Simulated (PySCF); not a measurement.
# SiGe2H8: electronic excitations at several levels of theory, part 2 of 2

PySCF 2.14.0. Atoms count from 0. The steps go on from the part before.

## Step 10: Ultraviolet spectrum: PBE0/def2-SVP

What the job is given:

```
{"job": {"kind": "uv", "xc": "PBE0", "basis": "def2-SVP"}, "charge": 0, "multiplicity": 1}
Si     1.864206     0.747682    -0.011175
Ge     0.220849    -0.972690    -0.103810
Ge    -2.004099    -0.028490     0.086821
H      3.242897     0.184245    -0.140495
H      1.633877     1.722261    -1.121414
H      1.759358     1.472920     1.292156
H      0.453821    -1.983542     1.037633
H      0.338899    -1.728967    -1.443489
H     -2.246340     0.975499    -1.056521
H     -2.146455     0.713910     1.429093
H     -3.079475    -1.129116     0.015558
```

Method: TDDFT PBE0/def2-SVP, vertical, gas phase, core orbitals frozen in the response.

Output:

```text
coarse grid: 41024 points
cycle   1  E = -4447.0160335350  dE = -1.440e+00  |g| = 4.418e-01  |ddm| = 2.951e+00
cycle   2  E = -4447.0146406886  dE =  1.393e-03  |g| = 4.582e-01  |ddm| = 4.622e-01
cycle   3  E = -4447.0352059377  dE = -2.057e-02  |g| = 1.674e-02  |ddm| = 2.812e-01
cycle   4  E = -4447.0352670672  dE = -6.113e-05  |g| = 7.412e-03  |ddm| = 3.203e-02
cycle   5  E = -4447.0352854977  dE = -1.843e-05  |g| = 1.351e-03  |ddm| = 1.100e-02
cycle   6  E = -4447.0352856923  dE = -1.946e-07  |g| = 4.010e-04  |ddm| = 1.189e-03
final grid: 80984 points
cycle   7  E = -4447.0352452744  dE = -2.729e-08  |g| = 4.371e-04  |ddm| = 1.200e-03
cycle   8  E = -4447.0352452704  dE =  4.013e-09  |g| = 5.003e-04  |ddm| = 8.057e-04
cycle   9  E = -4447.0352453079  dE = -3.747e-08  |g| = 2.894e-05  |ddm| = 3.932e-04
cycle  10  E = -4447.0352453081  dE = -1.983e-10  |g| = 1.693e-06  |ddm| = 2.996e-05
converged SCF energy = -4447.0352453081

Static polarisability (au): isotropic 91.276, principal 76.356 85.550 111.922

Singlet excitations
state   eV       nm        f      main configurations
  1   7.0921    174.8   0.01079   H->L+1 0.94
  2   7.1129    174.3   0.25052   H->L 0.75, H-1->L+3 0.08
  3   7.4569    166.3   0.15849   H->L+2 0.78, H-1->L 0.13
  4   7.5267    164.7   0.09351   H-1->L 0.76, H->L+2 0.11
  5   7.7483    160.0   0.01961   H->L+3 0.77, H-1->L+2 0.10
  6   7.8245    158.5   0.00137   H->L+4 0.85
  7   7.9116    156.7   0.02845   H-1->L+1 0.55, H-2->L 0.40
  8   8.1163    152.8   0.15096   H-1->L+2 0.66, H-2->L+1 0.15
  9   8.2974    149.4   0.02353   H-2->L 0.50, H-1->L+1 0.24, H->L+4 0.10
 10   8.3643    148.2   0.49485   H-1->L+3 0.59, H->L+5 0.14, H->L+6 0.12

Triplet excitations (Tamm-Dancoff, eV): 6.0025 6.5023 6.6366 6.7463
```

Wall time 25 s (1 thread of Arm Neoverse N1, shared host); peak memory 0.57 GiB.

This run: HOMO -7.89 eV, LUMO 0.10 eV; lowest singlet 7.09 eV.

## Step 11: Excited states and response: PBE0/def2-TZVP

Same as in step 10 but for these lines:

```diff
@@ -1,2 +1,2 @@
-{"job": {"kind": "uv", "xc": "PBE0", "basis": "def2-SVP"}, "charge": 0, "multiplicity": 1}
+{"job": {"kind": "uv", "xc": "PBE0", "basis": "def2-TZVP"}, "charge": 0, "multiplicity": 1}
 Si     1.864206     0.747682    -0.011175
```

Level: TDDFT PBE0/def2-TZVP, vertical, gas phase, core orbitals frozen in the response.

Output:

```text
coarse grid: 41024 points
cycle   1  E = -4447.6138178874  dE = -1.398e+00  |g| = 8.463e-01  |ddm| = 2.381e+00
cycle   2  E = -4447.5984862137  dE =  1.533e-02  |g| = 9.551e-01  |ddm| = 6.429e-01
cycle   3  E = -4447.6606252956  dE = -6.214e-02  |g| = 2.755e-02  |ddm| = 3.808e-01
cycle   4  E = -4447.6607664734  dE = -1.412e-04  |g| = 1.246e-02  |ddm| = 3.932e-02
cycle   5  E = -4447.6608105545  dE = -4.408e-05  |g| = 2.686e-03  |ddm| = 1.366e-02
cycle   6  E = -4447.6608113959  dE = -8.413e-07  |g| = 6.715e-04  |ddm| = 1.484e-03
final grid: 80984 points
cycle   7  E = -4447.6607887310  dE = -5.221e-08  |g| = 7.897e-04  |ddm| = 1.553e-03
cycle   8  E = -4447.6607887104  dE =  2.068e-08  |g| = 9.619e-04  |ddm| = 8.726e-04
cycle   9  E = -4447.6607887983  dE = -8.799e-08  |g| = 5.091e-05  |ddm| = 4.523e-04
cycle  10  E = -4447.6607887988  dE = -4.657e-10  |g| = 3.078e-06  |ddm| = 4.024e-05
converged SCF energy = -4447.6607887988

Static polarisability (au): isotropic 98.351, principal 81.895 92.324 120.833

Singlet excitations
state   eV       nm        f      main configurations
  1   6.8866    180.0   0.27635   H->L 0.73, H->L+1 0.13
  2   6.9628    178.1   0.00009   H->L+2 0.97
  3   7.0321    176.3   0.21349   H->L+1 0.83, H->L 0.11
  4   7.3050    169.7   0.08572   H-1->L 0.52, H->L+3 0.28, H-1->L+1 0.14
  5   7.4072    167.4   0.00862   H->L+3 0.53, H-1->L 0.38
  6   7.5612    164.0   0.00440   H->L+4 0.90
  7   7.7277    160.4   0.14176   H-1->L+1 0.71, H->L+3 0.09
  8   7.7875    159.2   0.03156   H-1->L+2 0.60, H-2->L 0.32
  9   7.7910    159.1   0.05366   H->L+5 0.89
 10   7.9516    155.9   0.49177   H-1->L+3 0.73, H->L+6 0.12

Triplet excitations (Tamm-Dancoff, eV): 5.8204 6.3293 6.4097 6.4551
```

Wall time 45 s (1 thread of Arm Neoverse N1, shared host); peak memory 0.76 GiB.

Key values: HOMO -7.87 eV, LUMO -0.10 eV; lowest singlet 6.89 eV.

## Step 12: Ultraviolet spectrum: PBE0/aug-cc-pVDZ

Same as in step 11 but for these lines:

```diff
@@ -1,2 +1,2 @@
-{"job": {"kind": "uv", "xc": "PBE0", "basis": "def2-TZVP"}, "charge": 0, "multiplicity": 1}
+{"job": {"kind": "uv", "xc": "PBE0", "basis": "aug-cc-pVDZ"}, "charge": 0, "multiplicity": 1}
 Si     1.864206     0.747682    -0.011175
```

Level: TDDFT PBE0/aug-cc-pVDZ, vertical, gas phase, core orbitals frozen in the response.

Output:

```text
coarse grid: 41024 points
cycle   1  E = -4447.5790239626  dE = -1.364e+00  |g| = 1.892e-01  |ddm| = 6.150e+00
cycle   2  E = -4447.5831075222  dE = -4.084e-03  |g| = 1.168e-01  |ddm| = 8.982e-01
cycle   3  E = -4447.5861121204  dE = -3.005e-03  |g| = 2.078e-02  |ddm| = 4.242e-01
cycle   4  E = -4447.5862723065  dE = -1.602e-04  |g| = 4.682e-03  |ddm| = 8.105e-02
cycle   5  E = -4447.5862814084  dE = -9.102e-06  |g| = 8.166e-04  |ddm| = 1.677e-02
final grid: 80984 points
cycle   6  E = -4447.5862520997  dE = -1.637e-07  |g| = 6.444e-04  |ddm| = 9.279e-03
cycle   7  E = -4447.5862521405  dE = -4.076e-08  |g| = 5.286e-04  |ddm| = 3.642e-03
cycle   8  E = -4447.5862522143  dE = -7.382e-08  |g| = 3.867e-05  |ddm| = 1.654e-03
cycle   9  E = -4447.5862522149  dE = -5.684e-10  |g| = 3.665e-06  |ddm| = 1.352e-04
converged SCF energy = -4447.5862522149

Static polarisability (au): isotropic 102.609, principal 85.595 96.513 125.719

Singlet excitations
state   eV       nm        f      main configurations
  1   6.5737    188.6   0.01464   H->L+1 0.79, H->L 0.19
  2   6.7005    185.0   0.44838   H->L 0.73, H->L+1 0.18
  3   6.9113    179.4   0.06085   H->L+2 0.88
  4   6.9609    178.1   0.00053   H->L+4 0.96
  5   7.0651    175.5   0.02976   H->L+3 0.85
  6   7.1898    172.4   0.05190   H-1->L 0.78
  7   7.2514    171.0   0.11185   H-1->L+1 0.85
  8   7.3303    169.1   0.00317   H->L+5 0.92
  9   7.4452    166.5   0.10637   H-1->L+2 0.59, H->L+6 0.28
 10   7.6783    161.5   0.00816   H->L+7 0.67, H->L+10 0.10, H-1->L+4 0.09

Triplet excitations (Tamm-Dancoff, eV): 5.7966 6.2258 6.2875 6.4006
```

Run time: 43 s. Hardware: 1 thread of Arm Neoverse N1, shared host; peak memory 0.77 GiB.

Key values: HOMO -7.86 eV, LUMO -0.36 eV; lowest singlet 6.57 eV.

## Step 13: Comparing the runs: electronic excitations

Excitations and ground-state properties, with basis size and wall time:

| run | lowest singlet (eV) | brightest (eV) | f | gap (eV) | α (Å³) | μ (D) | functions | time |
| --- | --- | --- | --- | --- | --- | --- | --- | --- |
| B3LYP/def2-SVPD | 6.57 | 6.64 | 0.420 | 7.19 | 15.13 | 0.09 | 164 | 100 s |
| PBE0/def2-SVPD | 6.76 | 6.83 | 0.392 | 7.65 | 14.99 | 0.07 | 164 | 94 s |
| BHandHLYP/def2-SVPD | 7.03 | 7.16 | 0.388 | 9.26 | 14.57 | 0.10 | 164 | 95 s |
| CAM-B3LYP/def2-SVPD | 6.90 | 6.99 | 0.431 | 9.65 | 14.87 | 0.10 | 164 | 1.9 min |
| wB97X-D/def2-SVPD | 6.98 | 7.11 | 0.359 | 10.94 | 14.86 | 0.07 | 164 | 1.9 min |
| LC-wPBE/def2-SVPD | 7.29 | 7.29 | 0.310 | 11.96 | 14.46 | 0.07 | 164 | 2.3 min |
| PBE0/6-31G* | 7.04 | 8.17 | 0.827 | 7.87 | 12.54 | 0.08 | 98 | 19 s |
| PBE0/def2-SVP | 7.09 | 8.36 | 0.495 | 8.00 | 13.53 | 0.06 | 122 | 25 s |
| PBE0/def2-TZVP | 6.89 | 7.95 | 0.492 | 7.77 | 14.57 | 0.07 | 181 | 45 s |
| PBE0/aug-cc-pVDZ | 6.57 | 6.70 | 0.448 | 7.50 | 15.21 | 0.07 | 171 | 43 s |

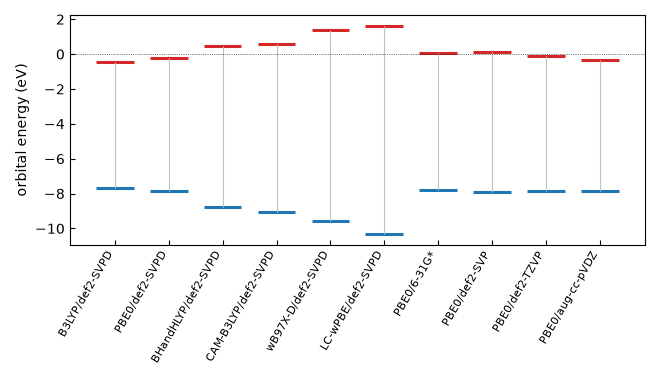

HOMO (blue) and LUMO (red) run by run.

## Step 14: Summary of results

This closing draws on all 2 parts.

```
                                quantity                        value
                             point group                           Cs
    rotational constants (main isotopes)         5.31, 1.23, 1.04 GHz
        lowest singlet (B3LYP/def2-SVPD)  6.57 eV (189 nm), f = 0.041
brightest single state of those computed  state 2, 6.64 eV, f = 0.420
                          lowest triplet                      5.77 eV
       vertical ionisation energy (ΔSCF)                      9.68 eV
             range of the lowest singlet              6.57 to 7.29 eV
```

Single values in the summary come from the first run of each kind that ended normally (B3LYP/def2-SVPD), which need not be the best level. Over 6 steps the energy fell by 0.197 eV; of the close pairs, Ge2–H8 changed most, 1.483 to 1.541 Å. The first singlet state (HOMO→LUMO+1 0.83, HOMO→LUMO 0.15) lies at 6.57 eV and is weak; of the 10 states computed, the strongest absorption comes from state 2 at 6.64 eV. The lowest triplet lies 0.80 eV below the lowest singlet (triplets in Tamm-Dancoff, singlets in full TDDFT). The orbital energy would give 7.67 eV for ionisation, ΔSCF gives 9.68 eV. The lowest singlet runs from 6.57 eV (B3LYP/def2-SVPD) to 7.29 eV (LC-wPBE/def2-SVPD), while the orbital gap spans 7.19 to 11.96 eV. The lowest state need not be the same one in every run. The runs solved for a few states only, so the brightest column depends on that window.
